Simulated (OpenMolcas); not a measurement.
**GaH$_{2}$: single-point calculation (part 2 of 3)**

GaH$_{2}$, multiplicity 2; ROMP2/6-31G*, ROHF (OpenMolcas 26.06). The geometry comes from this level: GFN2-xTB.

Geometry of the input (Å):
```
Ga -0.5453  0.3190  -0.3032
H  0.8081  1.1759  0.5882
H  -0.2628  -1.4950  -0.2850
```

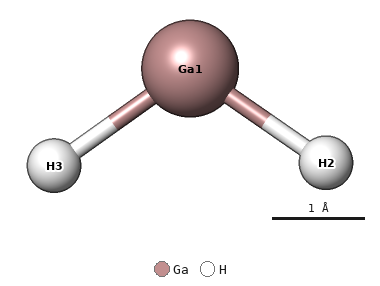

The input geometry (ball-and-stick view, seen on its broad side; atoms are numbered from 1 in the order of the input). Sticks mark near contacts.

## The program's output, continued
```
      Basis set list:
        1 GA1    1s                 11 GA1    3py                21 GA1    0310100            31 GA1    *011
        2 GA1    2s                 12 GA1    4py                22 GA1    *110               32 GA1    *011
        3 GA1    3s                 13 GA1    *py                23 GA1    *110               33 GA1    0300002
        4 GA1    4s                 14 GA1    2pz                24 GA1    0310001            34 GA1    *002
        5 GA1    *s                 15 GA1    3pz                25 GA1    *101               35 GA1    *002
        6 GA1    2px                16 GA1    4pz                26 GA1    *101               36 H2     1s
        7 GA1    3px                17 GA1    *pz                27 GA1    0300200            37 H2     *s
        8 GA1    4px                18 GA1    0320000            28 GA1    *020               38 H3     1s
        9 GA1    *px                19 GA1    *200               29 GA1    *020               39 H3     *s
       10 GA1    2py                20 GA1    *200               30 GA1    0300101

  Index Energy  Occupation Coefficients ...

    1 -378.8619    1.0000          1 GA1    1s     ( 0.996),

    2  -48.2342    1.0000          2 GA1    2s     ( 1.036),

    3  -42.5664    1.0000          6 GA1    2px    (-0.515),    14 GA1    2pz    ( 0.850),

    4  -42.5640    1.0000         10 GA1    2py    ( 0.891),

    5  -42.5638    1.0000          6 GA1    2px    (-0.781),    10 GA1    2py    ( 0.440),    14 GA1    2pz    (-0.436),

    6   -6.4390    1.0000          3 GA1    3s     ( 1.090),

    7   -4.5338    1.0000          7 GA1    3px    (-0.551),    15 GA1    3pz    ( 0.911),

    8   -4.5281    1.0000         11 GA1    3py    ( 0.950),

    9   -4.5259    1.0000          7 GA1    3px    ( 0.832),    11 GA1    3py    (-0.483),    15 GA1    3pz    ( 0.463),

   10   -1.2210    1.0000         24 GA1    0310001( 0.576),    25 GA1    *101   ( 0.311),

   11   -1.2188    1.0000         18 GA1    0320000(-0.300),    24 GA1    0310001( 0.329),    25 GA1    *101   ( 0.178),    30 GA1    0300101(-0.319),
                                  31 GA1    *011   (-0.172),    33 GA1    0300002( 0.275),

   12   -1.2181    1.0000         21 GA1    0310100(-0.362),    30 GA1    0300101( 0.549),    31 GA1    *011   ( 0.296),

   13   -1.2136    1.0000         18 GA1    0320000( 0.208),    21 GA1    0310100( 0.398),    22 GA1    *110   ( 0.213),    24 GA1    0310001( 0.285),
                                  27 GA1    0300200(-0.302),

   14   -1.2111    1.0000         21 GA1    0310100( 0.501),    22 GA1    *110   ( 0.269),    30 GA1    0300101( 0.343),

   15   -0.5048    1.0000          4 GA1    4s     (-0.641),

   16   -0.3611    1.0000         12 GA1    4py    ( 0.380),    36 H2     1s     ( 0.195),    37 H2     *s     ( 0.277),    38 H3     1s     (-0.196),
                                  39 H3     *s     (-0.277),

   17    0.0092    0.0000          4 GA1    4s     ( 0.361),     5 GA1    *s     (-0.343),     9 GA1    *px    ( 0.390),    13 GA1    *py    (-0.228),
                                  17 GA1    *pz    ( 0.217),    37 H2     *s     ( 0.220),    39 H3     *s     ( 0.220),

   18    0.0326    0.0000          9 GA1    *px    (-0.386),    17 GA1    *pz    ( 0.637),

   19    0.1500    0.0000         13 GA1    *py    ( 1.246),    37 H2     *s     (-0.654),    39 H3     *s     ( 0.663),

   20    0.1522    0.0000          5 GA1    *s     (-1.580),

   21    0.1745    0.0000          5 GA1    *s     (-1.164),     9 GA1    *px    (-0.875),    37 H2     *s     ( 0.810),    39 H3     *s     ( 0.812),

   22    0.2642    0.0000          8 GA1    4px    (-0.693),     9 GA1    *px    ( 0.578),    16 GA1    4pz    ( 1.146),    17 GA1    *pz    (-0.954),

   23    0.2908    0.0000         12 GA1    4py    ( 1.251),

   24    0.2993    0.0000          8 GA1    4px    (-1.082),     9 GA1    *px    ( 0.579),    12 GA1    4py    ( 0.605),    16 GA1    4pz    (-0.604),

--

++    Molecular charges:
      ------------------

      Mulliken charges per centre and basis function type
      ---------------------------------------------------

                            GA1                     H2                      H3
                     alpha        beta       alpha        beta       alpha        beta
      1s           1.0001      1.0001      0.2455      0.1633      0.2455      0.1628
      2s           0.9984      0.9983      0.0000      0.0000      0.0000      0.0000
      2px          0.9999      0.9999      0.0000      0.0000      0.0000      0.0000
      2pz          0.9999      0.9999      0.0000      0.0000      0.0000      0.0000
      2py          0.9999      0.9999      0.0000      0.0000      0.0000      0.0000
      3s           1.0000      0.9997      0.0000      0.0000      0.0000      0.0000
      3px          0.9991      0.9989      0.0000      0.0000      0.0000      0.0000
      3pz          0.9986      0.9987      0.0000      0.0000      0.0000      0.0000
      3py          0.9992      0.9994      0.0000      0.0000      0.0000      0.0000
      4s           0.7203      0.5245      0.0000      0.0000      0.0000      0.0000
      4px          0.2863      0.0769      0.0000      0.0000      0.0000      0.0000
      4pz          0.1009      0.0402      0.0000      0.0000      0.0000      0.0000
      4py          0.2800      0.2802      0.0000      0.0000      0.0000      0.0000
      0320000      0.4578      0.4597      0.0000      0.0000      0.0000      0.0000
      0310100      0.6860      0.6887      0.0000      0.0000      0.0000      0.0000
      0310001      0.6847      0.6875      0.0000      0.0000      0.0000      0.0000
      0300200      0.4590      0.4610      0.0000      0.0000      0.0000      0.0000
      0300101      0.6856      0.6874      0.0000      0.0000      0.0000      0.0000
      0300002      0.4571      0.4582      0.0000      0.0000      0.0000      0.0000
      *s           0.1016      0.0870      0.4160      0.2794      0.4170      0.2795
      *110         0.3237      0.3211      0.0000      0.0000      0.0000      0.0000
      *px          0.0755      0.0086      0.0000      0.0000      0.0000      0.0000
      *pz          0.0249      0.0059      0.0000      0.0000      0.0000      0.0000
      *py          0.0527      0.0580      0.0000      0.0000      0.0000      0.0000
      *020         0.2174      0.2365      0.0000      0.0000      0.0000      0.0000
      *101         0.3213      0.3176      0.0000      0.0000      0.0000      0.0000
      *011         0.3181      0.3157      0.0000      0.0000      0.0000      0.0000
      *200         0.2216      0.2042      0.0000      0.0000      0.0000      0.0000
      *002         0.2064      0.2009      0.0000      0.0000      0.0000      0.0000
      Total       15.6761     15.1150      0.6615      0.4427      0.6624      0.4423
      Total             30.7911                  1.1042                  1.1047

      Charge            0.2089                 -0.1042                 -0.1047

      Total electronic charge=   33.000000

      Total            charge=   -0.000000
--

++    Molecular orbitals:
      -------------------

      Title: Natural orbitals

      Molecular orbitals for symmetry species 1: a

      Basis set list:
        1 GA1    1s                 11 GA1    3py                21 GA1    0310100            31 GA1    *011
        2 GA1    2s                 12 GA1    4py                22 GA1    *110               32 GA1    *011
        3 GA1    3s                 13 GA1    *py                23 GA1    *110               33 GA1    0300002
        4 GA1    4s                 14 GA1    2pz                24 GA1    0310001            34 GA1    *002
        5 GA1    *s                 15 GA1    3pz                25 GA1    *101               35 GA1    *002
        6 GA1    2px                16 GA1    4pz                26 GA1    *101               36 H2     1s
        7 GA1    3px                17 GA1    *pz                27 GA1    0300200            37 H2     *s
        8 GA1    4px                18 GA1    0320000            28 GA1    *020               38 H3     1s
        9 GA1    *px                19 GA1    *200               29 GA1    *020               39 H3     *s
       10 GA1    2py                20 GA1    *200               30 GA1    0300101

  Index Energy  Occupation Coefficients ...

    1 -378.8626    2.0000          1 GA1    1s     ( 0.996),

    2  -48.2340    2.0000          2 GA1    2s     ( 1.036),

    3  -42.5642    2.0000          6 GA1    2px    (-0.513),    14 GA1    2pz    ( 0.848),

    4  -42.5564    2.0000          6 GA1    2px    ( 0.771),    10 GA1    2py    (-0.451),    14 GA1    2pz    ( 0.429),

    5  -42.5600    2.0000         10 GA1    2py    ( 0.881),

    6   -5.8304    2.0000          3 GA1    3s     ( 0.914),

    7   -4.4764    2.0000         11 GA1    3py    (-0.940),

    8   -4.5182    2.0000          7 GA1    3px    ( 0.550),    15 GA1    3pz    (-0.908),

    9   -4.7209    2.0000          3 GA1    3s     ( 0.584),     7 GA1    3px    ( 0.645),    11 GA1    3py    (-0.377),    15 GA1    3pz    ( 0.359),

   10   -1.2181    2.0000         21 GA1    0310100(-0.363),    30 GA1    0300101( 0.552),    31 GA1    *011   ( 0.298),

   11   -1.5638    2.0000          7 GA1    3px    ( 0.248),    21 GA1    0310100( 0.242),    24 GA1    0310001( 0.342),    25 GA1    *101   ( 0.185),
                                  27 GA1    0300200( 0.285),    30 GA1    0300101( 0.251),    33 GA1    0300002(-0.218),

   12   -1.2922    2.0000         21 GA1    0310100(-0.414),    24 GA1    0310001( 0.488),    25 GA1    *101   ( 0.264),

   13   -1.2602    2.0000         18 GA1    0320000( 0.206),    21 GA1    0310100( 0.395),    22 GA1    *110   ( 0.212),    24 GA1    0310001( 0.283),
                                  27 GA1    0300200(-0.300),

   14   -1.2383    1.9999         18 GA1    0320000(-0.300),    24 GA1    0310001( 0.329),    25 GA1    *101   ( 0.178),    30 GA1    0300101(-0.313),
                                  31 GA1    *011   (-0.169),    33 GA1    0300002( 0.276),

   15   -0.3955    1.9948         12 GA1    4py    ( 0.332),    36 H2     1s     ( 0.221),    37 H2     *s     ( 0.315),    38 H3     1s     (-0.206),
                                  39 H3     *s     (-0.297),

   16   -0.5305    1.9939          4 GA1    4s     ( 0.622),

   17   -0.1476    1.0000          4 GA1    4s     ( 0.555),     8 GA1    4px    ( 0.408),

   18    0.3331    0.0061          8 GA1    4px    (-0.802),    12 GA1    4py    ( 0.517),    16 GA1    4pz    (-0.442),    37 H2     *s     ( 0.496),
                                  39 H3     *s     ( 0.551),

   19    0.3079    0.0052         12 GA1    4py    ( 0.839),    13 GA1    *py    ( 0.429),    37 H2     *s     (-0.626),    39 H3     *s     ( 0.578),

   20    0.2547    0.0001          8 GA1    4px    (-0.535),    16 GA1    4pz    ( 0.884),

   21    0.7171    0.0000         13 GA1    *py    ( 0.804),    23 GA1    *110   ( 0.515),

   22    0.7506    0.0000          4 GA1    4s     ( 1.380),

   23    1.4663    0.0000          4 GA1    4s     ( 2.517),

   24    1.2062    0.0000         21 GA1    0310100( 0.272),    23 GA1    *110   (-0.333),    30 GA1    0300101(-0.414),    31 GA1    *011   ( 0.316),
                                  32 GA1    *011   ( 0.506),

   25    2.3721    0.0000          4 GA1    4s     ( 7.482),

   26    0.7646    0.0000          8 GA1    4px    (-0.234),    16 GA1    4pz    ( 0.387),    20 GA1    *200   (-0.272),    26 GA1    *101   ( 0.298),
                                  32 GA1    *011   (-0.286),    35 GA1    *002   ( 0.249),

   27    2.4242    0.0000          4 GA1    4s     ( 5.568),

   28    2.3118    0.0000         13 GA1    *py    ( 0.823),    22 GA1    *110   (-0.510),

   29   62.9464    0.0000          3 GA1    3s     (-26.58),

   30    2.9094    0.0000         18 GA1    0320000( 0.268),    19 GA1    *200   (-0.458),    20 GA1    *200   ( 0.310),    24 GA1    0310001(-0.294),
                                  25 GA1    *101   ( 0.502),    26 GA1    *101   (-0.340),    30 GA1    0300101( 0.279),    31 GA1    *011   (-0.477),
                                  32 GA1    *011   ( 0.324),    34 GA1    *002   ( 0.421),    35 GA1    *002   (-0.285),

   31   11.9837    0.0000          3 GA1    3s     (-10.89),

   32    0.1804    0.0000          9 GA1    *px    (-0.683),    16 GA1    4pz    (-0.685),    17 GA1    *pz    ( 1.128),

   33    1.4482    0.0000         12 GA1    4py    ( 0.506),    13 GA1    *py    (-0.808),    36 H2     1s     (-0.562),    37 H2     *s     ( 0.523),
                                  38 H3     1s     ( 0.530),    39 H3     *s     (-0.405),

   34    0.6795    0.0000          4 GA1    4s     ( 3.341),     5 GA1    *s     (-1.865),

   35    0.9666    0.0000         37 H2     *s     (-1.228),    38 H3     1s     (-0.746),    39 H3     *s     ( 1.389),

   36    2.9281    0.0000          3 GA1    3s     ( 4.915),     4 GA1    4s     ( 3.804),

   37    2.2477    0.0000          4 GA1    4s     (-6.183),

   38    2.6189    0.0000         22 GA1    *110   ( 0.529),    23 GA1    *110   (-0.437),    30 GA1    0300101( 0.432),    31 GA1    *011   (-0.805),
                                  32 GA1    *011   ( 0.666),

   39    1.6155    0.0000          4 GA1    4s     (-8.564),

--

++    Molecular properties:
      ---------------------

      Charge (e):
                      =   -0.0000
      Dipole Moment (debye):
      Origin of the operator (angstrom)=   -0.5221    0.3054   -0.2903
                   X= -9.7593E-01               Y=  5.7681E-01               Z= -5.4217E-01           Total=  1.2566E+00
      Quadrupole Moment (debye*angstrom):
      Origin of the operator (angstrom)=   -0.5221    0.3054   -0.2903
                  XX= -1.9888E+01              XY= -4.2038E-01              XZ= -2.3101E+00              YY= -2.2401E+01
                  YZ= -7.8264E-01              ZZ= -1.7594E+01
      In traceless form (debye*angstrom)
                  XX=  1.1000E-01              XY= -6.3056E-01              XZ= -3.4652E+00              YY= -3.6606E+00
                  YZ= -1.1740E+00              ZZ=  3.5506E+00
--

--- Stop Module: scf /rc=_RC_ALL_IS_WELL_ ---

--- Start Module: rasscf ---

                                              &RASSCF

                       available to each process: 1.9 GB of memory, 1 thread

      Header of the ONEINT file:
      --------------------------

      OrdInt status: non-squared

      Cartesian coordinates in angstrom:
      -----------------------------------------------------
      No.  Label        X            Y            Z
      -----------------------------------------------------
       1   GA1       -0.54529000   0.31903000  -0.30320000
       2   H2         0.80810000   1.17591000   0.58818000
       3   H3        -0.26281000  -1.49495000  -0.28498000
      -----------------------------------------------------
      Nuclear repulsion energy =   18.05997407

++    Wave function specifications:
      -----------------------------

      Number of closed shell electrons          32
      Number of electrons in active shells       1
      Max number of holes in RAS1 space          0
      Max nr of electrons in RAS3 space          0
      Number of inactive orbitals               16
      Number of active orbitals                  1
      Number of secondary orbitals              22
      Spin quantum number                      0.5
      State symmetry                             1
--

++    Orbital specifications:
      -----------------------
```
